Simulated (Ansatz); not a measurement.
# Nb-Ti-Nb stack of (111) layers: lattice stability ahead of a resistivity run, part 2 of 2

Question: is the lattice of Nb-Ti-Nb stack of (111) layers stable, and if so, what are its coupling constant and resistivity?

Ansatz 0.2.0; DFT PBEsol, scalar-relativistic, plane waves, PAW; PAW set soft_1.

So far. Step 3 (Relaxing tightly for phonons): Little changed from the start: no atom moved by 0.005 Å and no cell edge by 0.1 %.

## Step 4: Lattice stability: q 2×2×1, k 6×6×1

Couplings are defined for a stable lattice alone, so phonons come first.

input.yaml

```yaml
crystal:
  lattice:
    - [2.7952896671, 2.761e-06, 0.0]
    - [-1.3976472246, 2.4207904822, 0.0]
    - [0.0, 0.0, 33.3453454395]
  atoms:
    - { symbol: Nb, position: [0.0, 0.0, 0.1637815898] }
    - { symbol: Ti, position: [0.3333333333, 0.6666666667, 0.2365048224] }
    - { symbol: Nb, position: [0.6666666667, 0.3333333333, 0.3092280549] }
  periodic: [true, true, false]
kpoints:
  mp_grid: { grid: [6, 6, 1] }
hamiltonian:
  xc: pbesol
  pseudopotentials: { kind: paw, azcp: { folder: soft_1 }, xc_functional: pbe }
scf:
  occupations: { method: methfessel_paxton, width: 0.2 }
output:
  eigenvalues: true
phonons:
  method: dfpt
  qmesh: [2, 2, 1]
  temperatures: { t_max: 1000, t_step: 50 }
  qpath:
    path:
      - [0.0, 0.0, 0.0]
      - [0.5, 0.0, 0.0]
      - [0.33333333, 0.33333333, 0.0]
      - [0.0, 0.0, 0.0]
    npoints: 10
```

Launch:

```bash
ansatz run input.yaml --threads 4 --pin off --max-ram 12288MiB --backend cpu --events-out ev --progress --plain --runs-dir out
```

Numbers of over 12 decimals in the logs are rounded to 6 here.

The program printed:

```text
Warning: crystal.symmetry: narrowed to the stabiliser of the run's FFT grids — unitary ops 12 → 6. A phonons.method: dfpt run fills in the rows of the dynamical matrix that it does not solve by its symmetry operations, which is exact only for operations that map its FFT grids onto themselves: filled in by any other, the frequencies could depend on the order in which like atoms are typed, or, by more than the grids' own error, on where the crystal sits among the grids' points. Excluded: 6 operations. The run can therefore solve more perturbations, solve them on more k-points, or both, and cost more. [rest of the remark cut]
[...]
Crystal: 3 atoms, lattice volume = 225.642 Å³
Basis set: ecut = 420 eV, 4467 PW (Γ), exchange–correlation on 40×40×450 points (8 copies of the dense FFT grid, shifted against one another)
Bands: 23, of which v1, the nominal top of the filled ones, is band 19 counted from 1 (18 counted from 0)
Symmetry: 12 space group operations
k-points: 7 of 36 (irreducible under 6 space group operations, time reversal used)
[...]
SCF iter   1: F=—  HF=-11467.431201 eV  |F-HF|=—  |Δ(HF+E_count)|=         —  Δρ=6.79e-2  dr2=8.45e1  ethr=3.10e-3  ⟨swp⟩=12.6  Hψ=2634  notcnv=0
automatic band count: the SCF goes on with 27 bands, as 23 were too few: they end inside the smearing window of the response
[...]
SCF iter   2: F=—  HF=-11473.740237 eV  |F-HF|=—  |Δ(HF+E_count)|=    6.31e0  S|Δr|=    0.00e0  Δρ=8.17e-2  dr2=2.56e2  ethr=3.10e-3  ⟨swp⟩=7.9  Hψ=679  notcnv=0  defer=12  recentre
[...]
SCF iter  16: F=-11462.409878 eV  HF=-11462.409878 eV  |F-HF|=2.91e-11  |Δ(HF+E_count)|=   1.03e-9  S|Δr|=    0.00e0  Δρ=2.91e-8  dr2=3.08e-12  ethr=1.00e-12  ⟨swp⟩=23.1  Hψ=1690  notcnv=0
SCF 1 converged in 16 iterations: F = -11462.409878 eV  dr2 = 3.08e-12
[...]
phonons: the bands overlap, so this run is a metal and interpolates without the dipole-dipole term. If the crystal is really an insulator or semiconductor, its LO-TO splitting is missing
NSCF: frozen V_eff on 7 k-points
WARN: eigensolver did not converge (k=3): 1 band(s) unlocked after 2 eigensolves, warm-restarted (20 sweeps on the last) at ethr=1.20e-12 eV (storage-precision floor; scheduled 1.00e-12 eV) (lowest unlocked band 26, counted from 0; max residual 7.57e-5 eV among the unlocked bands, 7.57e-5 eV over every band; other slots of this pass that fall short are told together in one closing line; warning suppressed until the next SCF loop or pass starts)
[...]
DFPT response loops at q = (0, 0, 0) (fractional): preconditioner auto → none (partly filled bands, converged f_vac=0.711); β = 0.50; Broyden in place of MSR1
[...]
SCF converged after 16 iterations
Stability not checked: this state was not tested for a lower state beside it, because cold or Methfessel-Paxton smearing, or corrected tetrahedra, fill the levels in a way that the test cannot read (fill_not_monotonic; see scf.lower_state_search)
Free energy (F): -11462.409878 eV
[...]
Internal energy: -11462.402926 eV  (E = F + TS)
E sigma→0 (E₀):  -11462.408140 eV
Entropy (-TS):   -0.006951 eV (-2.317 meV/atom)
Fermi energy:    -5.097103 eV
[...]
--- Band table (eV; the first three rows and the last of 7) ---
  k-point 0: bands = [... 15 lower, -6.1201, -5.3950, -4.8290, -4.6166, -4.6166, -4.4664, -4.4664, -4.3035, ... 4 higher]
  k-point 1: bands = [... 15 lower, -6.1460, -5.5715, -5.4145, -5.2792, -5.2102, -4.7138, -4.1369, -3.7328, ... 4 higher]
  k-point 2: bands = [... 15 lower, -7.0213, -6.5582, -5.6245, -4.9388, -4.3658, -3.8236, -3.5741, -2.6123, ... 4 higher]
  k-point 6: bands = [... 15 lower, -5.8545, -5.8545, -5.6749, -5.2167, -5.1869, -5.1825, -5.1825, -3.0912, ... 4 higher]
--- Phonons (Γ-DFPT): 6 representative perturbations + reference (Σ response iterations 42) ---
  ASR residual: 5.181e-5 → 0.000e0 eV/Å²; symmetrization residual: 2.735e-5 eV/Å²
  The last average, over the group as it would stand without the narrowing to the FFT grids, took up to 4.922e-6 eV/Å² of the zone centre's force constants
  ASR residual per site (eV/Å²): 3.50e-5 5.18e-5 4.36e-5
  Γ frequencies (cm⁻¹): -79.94 -79.94 -36.50 -36.50 0.00 0.00 0.00 122.91 254.63
--- Phonons (arbitrary-q DFPT): 2 irreducible q on the 2×2×1 mesh ---
  q = [0.0000, 0.0000, 0.0000] (star 1, of the zone-centre solve; hermiticity 5.47e-6, symmetrization 1.51e-6, taken by the last average 5.42e-7): -79.94 -79.94 -36.50 -36.50 -0.00 -0.00 0.00 122.91 254.63
  q = [0.0000, -0.5000, 0.0000] (star 3, 9 solved perturbations in 159 linear systems a pass and spin channel, the states on 20 of 36 k-point pairs; hermiticity 1.56e-5, symmetrization 2.10e-6, taken by the last average 3.14e-7): 57.53 92.48 112.77 116.38 131.32 181.85 197.05 229.46 310.55
  sum rule: each row above includes the acoustic sum rule's correction from the zone centre's row sums; it moved no ω² by more than (0.54 cm⁻¹)²
  mesh force constants: q→R imaginary residual 2.45e-17; ASR residual 5.181e-5 → 0.000e0 eV/Å²; symmetrization residual 6.217e-15 eV/Å²
  interpolated dispersion: 31 rows × 9 modes
  density of states and harmonic sums: on the 26×26×1 q-mesh, interpolated from the force constants of a 2×2×1 supercell (no non-analytic term)
  largest difference from the sums on the solved wave vectors: F 2.40e-1 eV, S 3.39e-4 and C_V 9.95e-5 eV/K
  zero-point energy: 0.076925 eV/cell   skipped modes (ω ≤ 0): 54, of them read as no rigid motion or as one in doubt: 51 (5.917e-1 modes/cell left out, lowest -79.94 cm⁻¹)   left out of the sums: 6.62e-2 of the cell's modes: C_V's classical limit lies that fraction below 3 k_B per atom; for a crystal, a wire or a layer, F and S can be off by more, and a phonons.interpolated_qmesh denser along its periods is the remedy for the sampling
```

Elapsed: 68 s, on 4 threads of Arm Neoverse V1, shared host; peak memory 0.9 GiB; 4.3 min of CPU time.

The column dr2 measures how far the density is from self-consistency, as an energy; F and HF (Harris–Foulkes) agree once it is small.

This step gave:

```yaml
share_of_imaginary_modes: 0.069
highest_frequency_on_the_path_or_at_a_solved_wavevector: 310.6 cm⁻¹
```

Solved on the 2×2×1 mesh alone; all other wavevectors are interpolated. The phonon branches at the labelled points (cm⁻¹):

```
point  branch 1  branch 2  branch 3  branch 4  branch 5  branch 6  branch 7  branch 8  branch 9
    Γ       -80       -80       -36       -36         0         0         0       123       255
    M        58        92       113       116       131       182       197       230       310
    K        91       128       128       150       150       166       211       268       268
    Γ       -80       -80       -36       -36         0         0         0       123       255
```

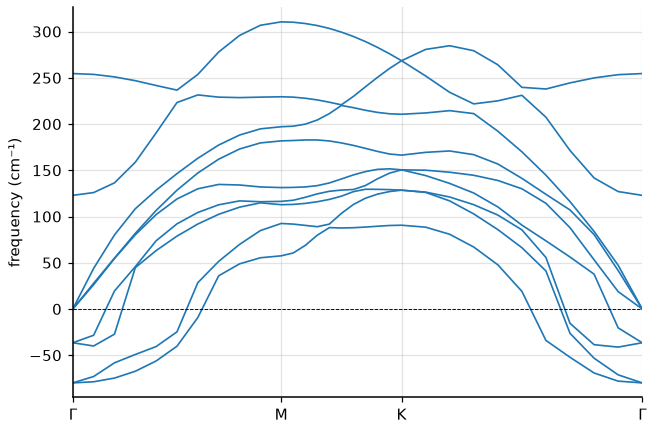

Phonon branches along the path.

Among the solved wavevectors the lowest mode, translations apart, is -79.9 cm⁻¹, imaginary.

## Step 5: Phonons by linear response: q 3×3×1, k 9×9×1

An imaginary mode on so few k-points may come from the sampling, so the phonons are repeated with another q and k mesh.

Changes to input.yaml since step 4:

```diff
@@ -11,3 +11,3 @@
 kpoints:
-  mp_grid: { grid: [6, 6, 1] }
+  mp_grid: { grid: [9, 9, 1] }
 hamiltonian:
@@ -21,3 +21,3 @@
   method: dfpt
-  qmesh: [2, 2, 1]
+  qmesh: [3, 3, 1]
   temperatures: { t_max: 1000, t_step: 50 }
```

The program printed:

```text
[...]
Crystal: 3 atoms, lattice volume = 225.642 Å³
Basis set: ecut = 420 eV, 4467 PW (Γ), exchange–correlation on 40×40×450 points (8 copies of the dense FFT grid, shifted against one another)
Bands: 23, of which v1, the nominal top of the filled ones, is band 19 counted from 1 (18 counted from 0)
Symmetry: 12 space group operations
k-points: 12 of 81 (irreducible under 6 space group operations, time reversal used)
[...]
SCF iter   1: F=—  HF=-11467.225776 eV  |F-HF|=—  |Δ(HF+E_count)|=         —  Δρ=7.11e-2  dr2=9.30e1  ethr=3.10e-3  ⟨swp⟩=12.8  Hψ=4595  notcnv=0
[...]
SCF iter  14: F=-11462.326640 eV  HF=-11462.326640 eV  |F-HF|=8.00e-11  |Δ(HF+E_count)|=  4.80e-10  S|Δr|=    0.00e0  Δρ=1.53e-8  dr2=1.11e-12  ethr=1.00e-12  ⟨swp⟩=21.6  Hψ=2615  notcnv=0
SCF 1 converged in 14 iterations: F = -11462.326640 eV  dr2 = 1.11e-12
[...]
SCF converged after 14 iterations
[...]
Free energy (F): -11462.326640 eV
[...]
Internal energy: -11462.331433 eV  (E = F + TS)
E sigma→0 (E₀):  -11462.327838 eV
Entropy (-TS):   0.004793 eV (1.598 meV/atom)
Fermi energy:    -5.050147 eV
[...]
--- Band table (eV; the first three rows and the last of 12) ---
  k-point 0: bands = [... 15 lower, -6.0517, -5.3205, -4.7361, -4.5101, -4.5101, -4.3582, -4.3582, -4.2375, ... 4 higher]
  k-point 1: bands = [... 15 lower, -6.0070, -5.1652, -5.1350, -4.9891, -4.7078, -4.5924, -4.0927, -4.0231, ... 4 higher]
  k-point 2: bands = [... 15 lower, -6.3668, -5.7215, -5.5663, -5.3034, -5.1812, -4.5821, -3.8193, -3.2892, ... 4 higher]
  k-point 11: bands = [... 15 lower, -5.7863, -5.7863, -5.5827, -5.1159, -5.0815, -5.0788, -5.0788, -3.0005, ... 4 higher]
[...]
ASR residual: 5.083e-5 → 0.000e0 eV/Å²; symmetrization residual: 3.286e-5 eV/Å²
[...]
ASR residual per site (eV/Å²): 5.08e-5 7.07e-6 4.59e-5
  Γ frequencies (cm⁻¹): -95.11 -95.11 -18.28 -18.28 0.00 0.00 0.00 118.15 240.04
--- Phonons (arbitrary-q DFPT): 3 irreducible q on the 3×3×1 mesh ---
[...]
interpolated dispersion: 31 rows × 9 modes
[...]
```

Elapsed: 4.1 min, on 4 threads; peak memory 1.5 GiB.

Numbers from this step:

| Quantity | Value |
| --- | --- |
| share of imaginary modes | 0.2953 |
| highest frequency on the path or at a solved wavevector | 321 cm⁻¹ |

Solved on the 3×3×1 mesh alone; all other wavevectors are interpolated. The phonon branches at the labelled points (cm⁻¹):

```
point  branch 1  branch 2  branch 3  branch 4  branch 5  branch 6  branch 7  branch 8  branch 9
    Γ       -95       -95       -18       -18         0         0         0       118       240
    M       -95       -68        22        42       106       166       188       236       321
    K      -146      -146        71       153       181       181       195       264       264
    Γ       -95       -95       -18       -18         0         0         0       118       240
```

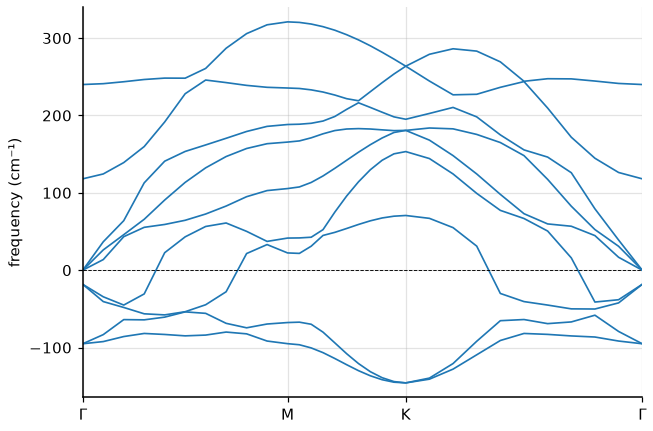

Phonon branches along the path.

Lowest modes at the softest wavevector of the mesh. The modes at q = (-0.333, -0.333, 0.000) (shares of kinetic energy by element, %) (negative means imaginary):

```
mode  frequency (cm⁻¹)  Nb %  Ti %
   1            -145.7    97     3
   2            -145.7    97     3
   3              70.7    75    25
   4             153.3   100     0
   5             180.7    96     4
   6             180.7    96     4
```

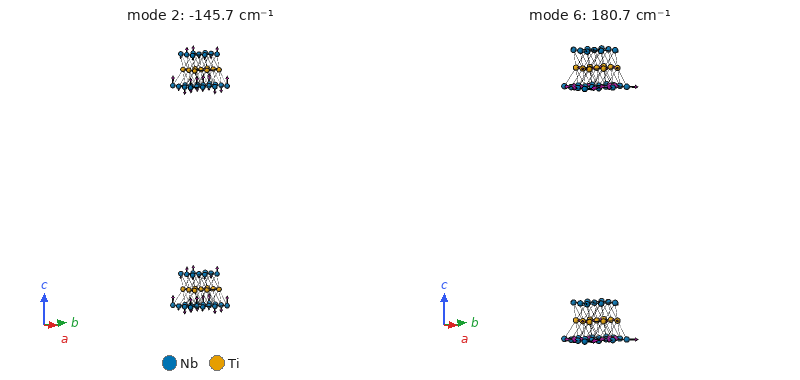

Displacement patterns of modes 2 and 6 at q = (-0.333, -0.333, 0.000); arrows are exaggerated. 3×3×2 cells are drawn. Some periodic images of atoms are drawn too.

The modes has structure finer than the step of the table below, so its rows give means over 25 cm⁻¹, whole bins alone (the curve runs from -156 to 340 cm⁻¹). Peaks (cm⁻¹: height): Nb -84.1: 0.0398, -65.4: 0.0413, -46.7: 0.0236, 59.3: 0.0344, 106.0: 0.0171, 180.8: 0.0331, 243.1: 0.0144; Ti -84.1: 0.0121, 59.3: 0.00866, 106.0: 0.00872, 124.7: 0.0101, 168.3: 0.0142, 246.3: 0.0327, 286.8: 0.0168.

Phonopy on the run's constants, 21x21x1 mesh, Gaussian sigma 3.5 cm⁻¹. Modes against wavenumber; means over each step; values in 1/cm⁻¹/cell:

```
wavenumber (cm⁻¹)       Nb       Ti
             -125   0.0102   6.2e-4
             -100   0.0158  0.00303
              -75   0.0346  0.00632
              -50   0.0215  0.00127
              -25  0.00691   5.0e-4
                0  0.00401   3.6e-4
               25   0.0103   9.8e-4
               50   0.0278  0.00540
               75   0.0181  0.00468
              100   0.0120  0.00586
              125   0.0116  0.00591
              150   0.0167  0.00877
              175   0.0245   0.0101
              200  0.00666  0.00864
              225  0.00776   0.0147
              250  0.00766   0.0180
              275   4.7e-4  0.00936
              300   4.8e-4   0.0121
              325   1.1e-4  0.00328
```

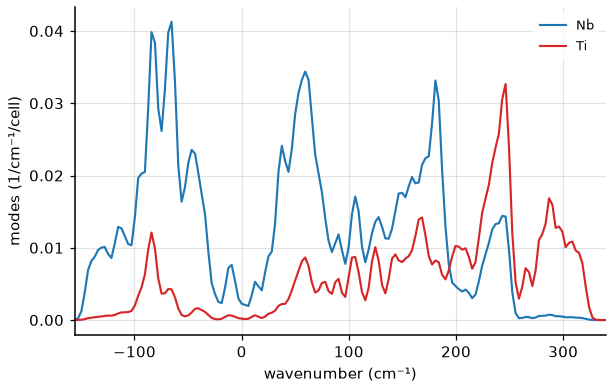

Modes against wavenumber.

No LO-TO term; unit eigenvectors of the mass-weighted matrix. The modes at Γ (shares of kinetic energy by element, %) (negative means imaginary):

```
mode  frequency (cm⁻¹)  symmetry  Nb %  Ti %
   1             -95.1        Eu    20    80
   2             -95.1        Eu    20    80
   3             -18.3        Eg   100     0
   4             -18.3        Eg   100     0
   5               0.0   unnamed    80    20
   6               0.0   unnamed    80    20
   7               0.0   unnamed    80    20
   8             118.1       A1g   100     0
   9             240.0       A2u    20    80
```

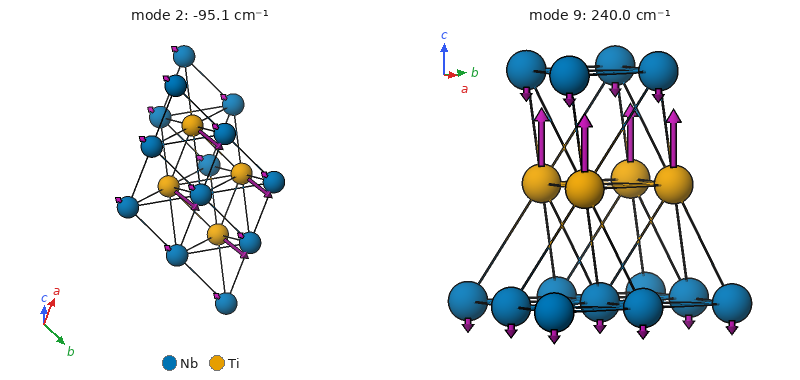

Displacement patterns of modes 2 and 9 at Γ; arrows are exaggerated. 2×2×1 cells are drawn. Some periodic images of atoms are drawn too.

Among the solved wavevectors the lowest mode, translations apart, is -146 cm⁻¹, imaginary.

## Step 6: Coupling and resistivity: q 3×3×1, k 9×9×1, scattering 18×18×1

Phonons, couplings and the Boltzmann equation in one run.

Changes to input.yaml since step 5:

```diff
@@ -30 +30,4 @@
     npoints: 10
+  electrical_resistivity:
+    mesh: [18, 18, 1]
+    temperatures: [20.0, 50.0, 77.0, 100.0, 150.0, 200.0, 300.0, 400.0, 600.0, 800.0]
```

The program printed:

```text
[the first part of the log is left out]
  E_hartree    = 57960.886266
  E_xc         = -443.501510
  E_vxc        = -543.846806  (∫ρ·V_xc dr)
  E_paw        = -7071.233729  (= ΣΔE_a)
  E_vpaw       = -413.207917  (= ΣTr[D̂ρ^β])
  E_aug_tail   = 0.000006  (compensation charges beyond the density's cutoff)
  E_ewald      = 54159.979779
  E_core_change = 0.516804  (= ΣΔE_core)
  E_smearing   = 0.004793  (= −TS)
  E_closure    = 0.000000  (closes the sum)
  Σ components = -11462.326640   (vs F -11462.326640, Δ=0.00e0)
--- Band table (eV; the first three rows and the last of 12) ---
  k-point 0: bands = ["-61.2626", "-59.4692", "-59.4665", "-37.6809", "-37.2392", "-37.2392", "-35.6230", "-35.5462", "-34.6700", "-34.6700", "-34.6692", "-34.6692", "-10.5917", "-9.4868", "-8.6115", "-6.0517", "-5.3205", "-4.7361", "-4.5101", "-4.5101", "-4.3582", "-4.3582", "-4.2375", "-3.9152", "-3.9152", "-2.1377", "-2.1377"]
  k-point 1: bands = ["-61.2471", "-59.4379", "-59.4354", "-37.6616", "-37.3318", "-37.2595", "-35.5891", "-35.5239", "-34.8722", "-34.8703", "-34.7149", "-34.7139", "-10.1740", "-8.9855", "-8.1739", "-6.0070", "-5.1652", "-5.1350", "-4.9891", "-4.7078", "-4.5924", "-4.0927", "-4.0231", "-3.9015", "-3.6651", "-2.4178", "-2.3050"]
  k-point 2: bands = ["-61.2075", "-59.3576", "-59.3559", "-37.6140", "-37.5606", "-37.3106", "-35.5052", "-35.4676", "-35.3669", "-35.3564", "-34.8270", "-34.8255", "-9.1837", "-8.0445", "-7.3688", "-6.3668", "-5.7215", "-5.5663", "-5.3034", "-5.1812", "-4.5821", "-3.8193", "-3.2892", "-3.0249", "-2.7364", "-2.6029", "-2.2632"]
  k-point 11: bands = ["-61.1113", "-59.1593", "-59.1593", "-37.7665", "-37.7665", "-37.5038", "-35.8124", "-35.8056", "-35.8056", "-35.7861", "-35.3111", "-35.3111", "-6.7855", "-6.7855", "-6.7016", "-5.7863", "-5.7863", "-5.5827", "-5.1159", "-5.0815", "-5.0788", "-5.0788", "-3.0005", "-3.0005", "-1.5438", "-1.5438", "-1.2859"]
--- Phonons (Γ-DFPT): 6 representative perturbations + reference (Σ response iterations 31) ---
  ASR residual: 7.659e-6 → 0.000e0 eV/Å²; symmetrization residual: 3.113e-7 eV/Å²
  The last average, over the group as it would stand without the narrowing to the FFT grids, took up to 1.005e-8 eV/Å² of the zone centre's force constants
  ASR residual per site (eV/Å²): 7.66e-6 4.87e-6 7.65e-6
  Γ frequencies (cm⁻¹): -95.11 -95.11 -18.28 -18.28 0.00 0.00 0.00 118.15 240.04
--- Phonons (arbitrary-q DFPT): 3 irreducible q on the 3×3×1 mesh ---
  q = [0.0000, 0.0000, 0.0000] (star 1, of the zone-centre solve; hermiticity 6.37e-8, symmetrization 1.93e-8, taken by the last average 1.25e-9): -95.11 -95.11 -18.28 -18.28 -0.00 0.00 0.00 118.15 240.04
  q = [0.0000, 0.3333, 0.0000] (star 6, 9 solved perturbations in 621 linear systems a pass and spin channel, the states on 81 of 81 k-point pairs; hermiticity 3.25e-8, symmetrization 7.26e-9, taken by the last average 6.05e-9): -81.56 -63.95 -34.74 61.58 78.77 142.52 167.55 243.67 278.96
  q = [0.3333, 0.3333, 0.0000] (star 2, 6 solved perturbations in 300 linear systems a pass and spin channel, the states on 81 of 81 k-point pairs; hermiticity 2.20e-8, symmetrization 7.71e-9, taken by the last average 5.46e-9): -145.73 -145.73 70.66 153.26 180.74 180.74 195.07 263.65 263.65
  sum rule: each row above includes the acoustic sum rule's correction from the zone centre's row sums; it moved no ω² by more than (0.17 cm⁻¹)²
  mesh force constants: q→R imaginary residual 0.00e0; ASR residual 7.659e-6 → 0.000e0 eV/Å²; symmetrization residual 6.217e-15 eV/Å²
  interpolated dispersion: 31 rows × 9 modes
  density of states and harmonic sums: on the 27×27×1 q-mesh, interpolated from the force constants of a 3×3×1 supercell (no non-analytic term)
  largest difference from the sums on the solved wave vectors: F 1.60e-1 eV, S 2.10e-4 and C_V 5.10e-5 eV/K
  zero-point energy: 0.061468 eV/cell   skipped modes (ω ≤ 0): 204, of them read as no rigid motion or as one in doubt: 201 (2.636e0 modes/cell left out, lowest -145.73 cm⁻¹)   left out of the sums: 2.93e-1 of the cell's modes: C_V's classical limit lies that fraction below 3 k_B per atom; for a crystal, a wire or a layer, F and S can be off by more, and a phonons.interpolated_qmesh denser along its periods is the remedy for the sampling
Error: electrical resistivity: the mode of lowest frequency at the wavevector [0.3333, 0.3333, 0.0000] is imaginary, -145.73 cm⁻¹ (written negative): the force constants describe an unstable lattice; relax the structure, enlarge phonons.supercell (under dfpt, kpoints.mp_grid), or, with a block electrical_resistivity or superconductivity, name a file of force constants under which the crystal is stable (phonons.electron_phonon_force_constants)
The harmonic force constants that this run solved are whole in <dir>
```

Wall time 3.8 min (4 threads); peak memory 1.5 GiB.

The run ended with an error.

The program's message: “electrical resistivity: the mode of lowest frequency at the wavevector [0.3333, 0.3333, 0.0000] is imaginary, -145.73 cm⁻¹ (written negative): the force constants describe an unstable lattice; relax t …”

The run stops because a mode is imaginary on the scattering mesh, where no scattering rate is defined; denser k meshes, other smearings and, between solved wavevectors, finer q meshes show whether the instability is real.

## Step 7: Outcome

```
phonon run of the rows without a label of their own : PBEsol, q 3×3×1, k 9×9×1
softest mode on the q mesh                          : -146 cm⁻¹ at q = (-0.333, -0.333, 0)
highest frequency, solved or plainly interpolated   : 321 cm⁻¹
```

The lattice is dynamically unstable at this level: a mode at q = (-0.333, -0.333, 0) is imaginary, 146i cm⁻¹, so no harmonic coupling constant or resistivity is defined for this structure. These meshes are coarse, and single modes of a metal can move by tens of cm⁻¹ with the k mesh. The phonon runs are not spin-polarised. The PAW files were made for PBE; under other functionals the run regenerates their frozen core. The structure was built by hand as an ordered model, and its stability against other phases was not tested.

[Logs are printed without paths, hosts, clocks, repeated set-up lines and the standing remarks that a program may print on its own settings, such as how far it seeks lower states.]

[Hosts, paths, dates, database ids (printed as entryN), source tags and the programs' standing remarks are cut or masked in the printed files.]
